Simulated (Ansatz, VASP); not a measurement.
# CdTe in two plane-wave programs

Wanted: the spread between two codes on one cell, functional and k mesh.

Program: Ansatz 0.2.0. Level of theory: plane waves, with VASP 6.6.1 beside it; G0W0 gap at PBE. Results are calculated unless marked as measured.

## (1) Starting point

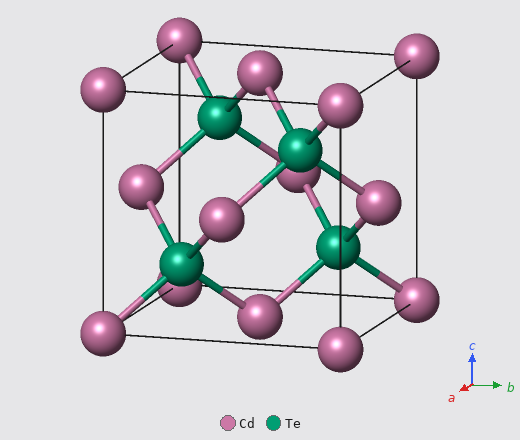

Start, viewed slightly off an axis; cadmium pink, tellurium teal. This picture shows the conventional cell, with its axes. Bonds to atoms that aren't drawn are left out. Some periodic images of atoms are drawn too.

## (2) Ansatz: G0W0 gap, PBE

Ansatz runs on its default PAW (the set named soft_2) files.

Quasiparticle shifts depend on high empty states and on the cores, so they are the hardest test of two PAW sets.

input.yaml reads:

```yaml
crystal:
  lattice:
    - [0.0, 3.24, 3.24]
    - [3.24, 0.0, 3.24]
    - [3.24, 3.24, 0.0]
  atoms:
    - { symbol: Cd, position: [0.0, 0.0, 0.0] }
    - { symbol: Te, position: [0.25, 0.25, 0.25] }
hamiltonian:
  xc: pbe
  pseudopotentials: { kind: paw }
kpoints:
  mp_grid: { grid: [4, 4, 4] }
scf:
  occupations: { method: fixed }
gw:
  n_empty_bands: 503
  ecut_chi: 220.0
  qp_bands: [v2, c2]
  qp_kpoints: band_edges
  screening: { model: contour_deformation }
```

Command:

```bash
$ ansatz run input.yaml --threads 4 --pin off --max-ram 9216MiB --backend cpu --events-out ev --progress --plain --runs-dir out
```

Numbers of over 12 decimals in the logs are rounded to 6 here.

Output:

```text
Engine: ansatz 0.2.0, x86_64-unknown-linux-gnu
Pseudopotentials: kind: paw
Pseudopotential: Cd, paw, valence charge 20, recommended cutoff 420 eV (normal), Cd.paw.azcp
Pseudopotential: Te, paw, valence charge 16, recommended cutoff 420 eV (normal), Te.paw.azcp
Functional definition: PBE
  parameter kappa = 0.804
  parameter beta = 0.066725
  exchange = pbe_x(kappa = kappa, mu = beta*pi^2/3)
  correlation = pbe_c(beta = beta)
Crystal: 2 atoms, lattice volume = 68.024 Å³
Basis set: ecut = 420 eV, 1363 PW (Γ)
Bands: 22, of which v1, the nominal top of the filled ones, is band 18 counted from 1 (17 counted from 0)
Symmetry: 24 space group operations
Space group: F-43m (ITA 216), of the structure as read, at distance tolerance 4.1e-5 Å
k-points: 8 of 64 (time reversal used)
Non-local potential: Cd, projectors of the file, l = 0: 3, l = 1: 2, l = 2: 2, l = 3: 1
Non-local potential: Te, projectors of the file, l = 0: 2, l = 1: 2, l = 2: 2, l = 3: 2
PAW form: soft (Blöchl's): semilocal exchange-correlation on the pseudo side does not see the compensation charge
PAW one-centre angular grid: Cd, 590 points (default); XC on 64 Gauss nodes
PAW one-centre angular grid: Te, 590 points (default); XC on 64 Gauss nodes
Initial density: superposition of atomic densities (neutral atoms: chi_scale 0, normalization atom), corrected by the library's trained network
Initial wavefunctions: pseudopotential atomic-orbital guess
Functional: x = pbe(κ = 0.804, μ = 0.219515), c = pbe(β = 0.066725)
SCF iter   1: F=—  HF=-15235.242811 eV  |F-HF|=—  |Δ(HF+E_count)|=         —  Δρ=6.83e-4  dr2=5.87e-4  ethr=1.77e-3  ⟨swp⟩=4.9  Hψ=686  notcnv=0  defer=14
preconditioner: auto → none  [insulator: Δε(μ)=0.753 eV  Ē_g=11.373 eV  n_scr=14 (ndim 8)  ℏωp=19.1 eV  f_vac=0.191  ε∞_Penn≈3.8]
SCF iter   2: F=—  HF=-15235.242897 eV  |F-HF|=—  |Δ(HF+E_count)|=   8.62e-5  Δρ=3.05e-4  dr2=5.50e-5  ethr=1.63e-6  ⟨swp⟩=4.1  Hψ=497  notcnv=0  defer=12
SCF iter   3: F=—  HF=-15235.242932 eV  |F-HF|=—  |Δ(HF+E_count)|=   3.45e-5  Δρ=1.04e-4  dr2=5.48e-6  ethr=1.53e-7  ⟨swp⟩=2.0  Hψ=320  notcnv=0  defer=12
SCF iter   4: F=—  HF=-15235.242954 eV  |F-HF|=—  |Δ(HF+E_count)|=   2.25e-5  Δρ=4.29e-5  dr2=9.66e-7  ethr=1.52e-8  ⟨swp⟩=2.0  Hψ=253  notcnv=0  defer=14
iter 5 did not close the SCF: its close was put off for the readings that it lacked (scf_convergence_deferred on its scf_iter line)
SCF iter   5: F=-15235.242962 eV  HF=-15235.242962 eV  |F-HF|=4.22e-7  |Δ(HF+E_count)|=   8.02e-6  Δρ=9.16e-6  dr2=4.61e-8  ethr=2.68e-9  ⟨swp⟩=2.0  Hψ=251  notcnv=0  defer=16
SCF iter   6: F=-15235.242963 eV  HF=-15235.242963 eV  |F-HF|=3.51e-9  |Δ(HF+E_count)|=   4.90e-7  Δρ=1.06e-6  dr2=1.16e-9  ethr=1.28e-10  ⟨swp⟩=4.6  Hψ=689  notcnv=0
SCF 1 converged in 6 iterations: F = -15235.242963 eV  dr2 = 1.16e-9
  greatest PAW one-centre occupation: 1.000 electrons in one spin orbital (limit 2), on the Cd atom at site 0 (counted from 0), in its partial waves of l = 0
NSCF: frozen V_eff on 8 k-points
G₀W₀ screening: q 1/8
G₀W₀ screening: q 2/8 (q-point 5)
G₀W₀ screening: q 3/8 (q-point 6)
G₀W₀ screening: q 4/8 (q-point 2)
G₀W₀ screening: q 5/8 (q-point 4)
G₀W₀ screening: q 6/8 (q-point 8)
G₀W₀ screening: q 7/8 (q-point 3)
G₀W₀ screening: q 8/8 (q-point 7)
G₀W₀ self-energy: k 1/5
G₀W₀ self-energy: k 2/5
G₀W₀ self-energy: k 3/5
G₀W₀ self-energy: k 4/5
G₀W₀ self-energy: k 5/5
NSCF: frozen V_eff on 1 k-points
SCF converged after 6 iterations
Free energy (F): -15235.242963 eV
Harris-Foulkes:  -15235.242963 eV  (|F-HF|=3.51e-9)
Internal energy: -15235.242963 eV  (E = F + TS)
E sigma→0 (E₀):  -15235.242963 eV
Fermi energy:    7.493305 eV
--- Per-component energies (eV) ---
  E_band       = -788.927521
  E_kinetic    = 685.965725
  E_local      = -5419.153341  (includes V_loc(G=0)·N_el)
  E_nonlocal   = -276.664330
  E_hartree    = 2733.827812
  E_xc         = -301.206715
  E_vxc        = -326.025417  (∫ρ·V_xc dr)
  E_paw        = -8745.987678  (= ΣΔE_a)
  E_vpaw       = -920.707399  (= ΣTr[D̂ρ^β])
  E_aug_tail   = -0.000149  (compensation charges beyond the density's cutoff)
  E_ewald      = -3912.024287
  E_smearing   = -0.000000  (= −TS)
  E_closure    = -0.000000  (closes the sum)
  Σ components = -15235.242963   (vs F -15235.242963, Δ=0.00e0)
--- Band table (eV; the first three rows and the last of 8) ---
  k-point 0: bands = [... 14 lower, -0.5564, 7.4933, 7.4933, 7.4933, 8.2549, 12.0932, 12.0932, 12.0932]
  k-point 1: bands = [... 14 lower, -0.5568, 4.7640, 7.0639, 7.0639, 9.4755, 12.6447, 12.6447, 12.8540]
  k-point 2: bands = [... 14 lower, -0.1996, 3.0635, 6.7169, 6.7169, 9.3049, 12.6857, 12.6857, 14.5530]
  k-point 7: bands = [... 14 lower, 0.0230, 3.3010, 5.1687, 5.2940, 11.7422, 12.1727, 13.0480, 13.8033]
--- G₀W₀: contour deformation, 8 samples at zero and on the imaginary axis and 2 off it, 64 q-points, 503 empty bands' worth ---
  eigenvalues of the whole cell's RPA ε∞ on this k-mesh (on a slab, of 1 + 4πα/V) = 26.0672, 26.0672, 26.0672; static W/v taken at q = 0 is 0.038362
  bands read: the sum over 521 bands ends inside a degenerate multiplet in 1 slot, whose members it reads at an even weight; the widest, k=0: bands 520 to 522 (counted from 1) at 2/3 each
  gw.qp_kpoints: band_edges: 5 of 8 stored k-points solved, in 1 pass; an edge of the gap read off the rows below is read off those points alone
    valence top: of the k-points left out ik 5 came nearest to being solved in a further pass, in band 18 (counted from 1, as in the quasiparticle table): it holds the edge there only if its correction is more favourable than any solved in that band by at least 0.807 eV; those differ by 0.070 eV
    conduction bottom: of the k-points left out ik 4 came nearest to being solved in a further pass, in band 19 (counted from 1, as in the quasiparticle table): it holds the edge there only if its correction is more favourable than any solved in that band by at least 2.046 eV; those differ by 0.211 eV
    ik  band        ε_KS         Σx   Σc(E_QP)       V_xc       Z   E_QP_lin       E_QP  E_QP is
     0    17      7.4933   -17.9153     1.4004   -15.8818  0.7361     6.8204     6.8602  root
     0    18      7.4933   -17.9153     1.4004   -15.8818  0.7361     6.8204     6.8602  root
     0    19      8.2549    -9.3458    -4.0101   -13.3112  0.7579     8.2103     8.2102  root
     0    20     12.0932    -6.6148    -4.2378   -10.8472  0.7402    12.0878    12.0878  root
     1    17      7.0639   -17.2942     1.5054   -15.1350  0.7329     6.3644     6.4101  root
     1    18      7.0639   -17.2942     1.5054   -15.1350  0.7329     6.3644     6.4101  root
     1    19      9.4755    -8.7018    -4.0243   -12.6953  0.7521     9.4447     9.4446  root
     1    20     12.6447    -6.7352    -4.3774   -11.1138  0.7351    12.6459    12.6459  root
     2    17      6.7169   -16.9106     1.6265   -14.6120  0.7293     5.9928     6.0448  root
     2    18      6.7169   -16.9106     1.6265   -14.6120  0.7293     5.9928     6.0448  root
     2    19      9.3049    -8.3643    -3.9746   -12.3052  0.7547     9.2712     9.2712  root
     2    20     12.6857    -6.5003    -4.2943   -10.7698  0.7346    12.6609    12.6608  root
     3    17      6.4056   -16.4565     1.6949   -14.0845  0.7261     5.6737     5.7284  root
     3    18      6.4056   -16.4565     1.6949   -14.0845  0.7261     5.6737     5.7284  root
     3    19     10.4297    -8.8765    -4.1099   -12.9953  0.7443    10.4385    10.4385  root
     3    20     10.8230    -6.4731    -3.9513   -10.2715  0.7550    10.6712    10.6701  root
     6    17      5.6269   -15.6794     1.9887   -12.9877  0.7143     4.8553     4.9239  root
     6    18      5.6269   -15.6794     1.9887   -12.9877  0.7143     4.8553     4.9239  root
     6    19     10.0947    -5.9079    -3.6673    -9.3728  0.7620     9.8942     9.8924  root
     6    20     10.1631    -8.0919    -3.8984   -11.9388  0.7512    10.1118    10.1116  root
```

Run time: 90 s. Hardware: 4 threads of Intel Xeon 6975P-C (Granite Rapids), shared host; peak memory 1.6 GiB; 5.4 min of CPU time.

[end of part 1 of 2]

[Lines on the potential files, build, host, timing and source positions are cut from VASP's logs without a mark.]

[Logs are printed without paths, hosts, clocks, repeated set-up lines and the standing remarks that a program may print on its own settings, such as how far it seeks lower states.]

[Hosts, paths, dates, database ids (printed as entryN), source tags and the programs' standing remarks are cut or masked in the printed files.]
